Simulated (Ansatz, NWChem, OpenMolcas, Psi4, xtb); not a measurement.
**Ligand exchange: SiHF + NaSH → SiH(SH) + NaF**

Species: SiHF `F[SiH]`, singlet; NaSH `[Na][SH]`, singlet; SiH(SH), singlet; NaF, singlet. The partners trade F for SH: Si–F and Na–SH bonds give way to Si–SH and Na–F.

Shapes, held fixed at every level: PBE0-D4/def2-TZVP. Flexible molecules stand in one conformer, not always the lowest. Programs: Ansatz 0.2.0, NWChem 7.3.0, OpenMolcas 26.06, xtb 6.7.1. A level may come from different programs for different species; with the same settings they agree closely. Electronic energies: no zero-point or thermal term.

```json
{"level": "GFN1-xTB", "kind": "semi-empirical", "ΔE (kJ/mol)": "+3.4"}
{"level": "HF/STO-3G", "kind": "Hartree–Fock", "ΔE (kJ/mol)": "+96.4"}
{"level": "r2SCAN/STO-3G", "kind": "meta-GGA", "ΔE (kJ/mol)": "+77.8"}
{"level": "PBE0/def2-SVP", "kind": "global hybrid", "ΔE (kJ/mol)": "+22.5"}
{"level": "r2SCAN0/STO-3G", "kind": "global hybrid", "ΔE (kJ/mol)": "+80.0"}
{"level": "HSE06/STO-3G", "kind": "range-separated hybrid", "ΔE (kJ/mol)": "+76.9"}
{"level": "RPA@PBE/STO-3G", "kind": "RPA", "ΔE (kJ/mol)": "+88.3"}
{"level": "CCSDT(Q)/STO-3G", "kind": "coupled cluster or CI", "ΔE (kJ/mol)": "+95.4"}
{"level": "B3LYP/6-31G* (spherical functions)", "kind": "global hybrid", "ΔE (kJ/mol)": "+51.1"}
```

B3LYP/6-31G* (spherical functions) gives ΔE = +51.1 kJ/mol; the levels span +3.4 to +96.4. The median of the levels is +77.8. No measured value is set beside it here. T1 is large for SiHF (0.024), SiH(SH) (0.023), so single-reference values are less sure there. Outer-core shells of Na are correlated, in sets that cover them unevenly. Rows in sets without polarisation functions are far from converged.

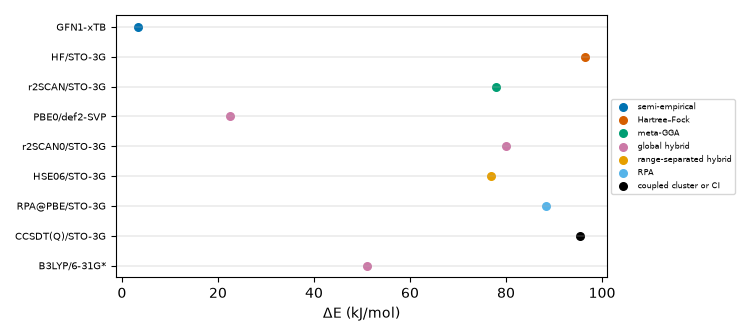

The values of the table, level by level.
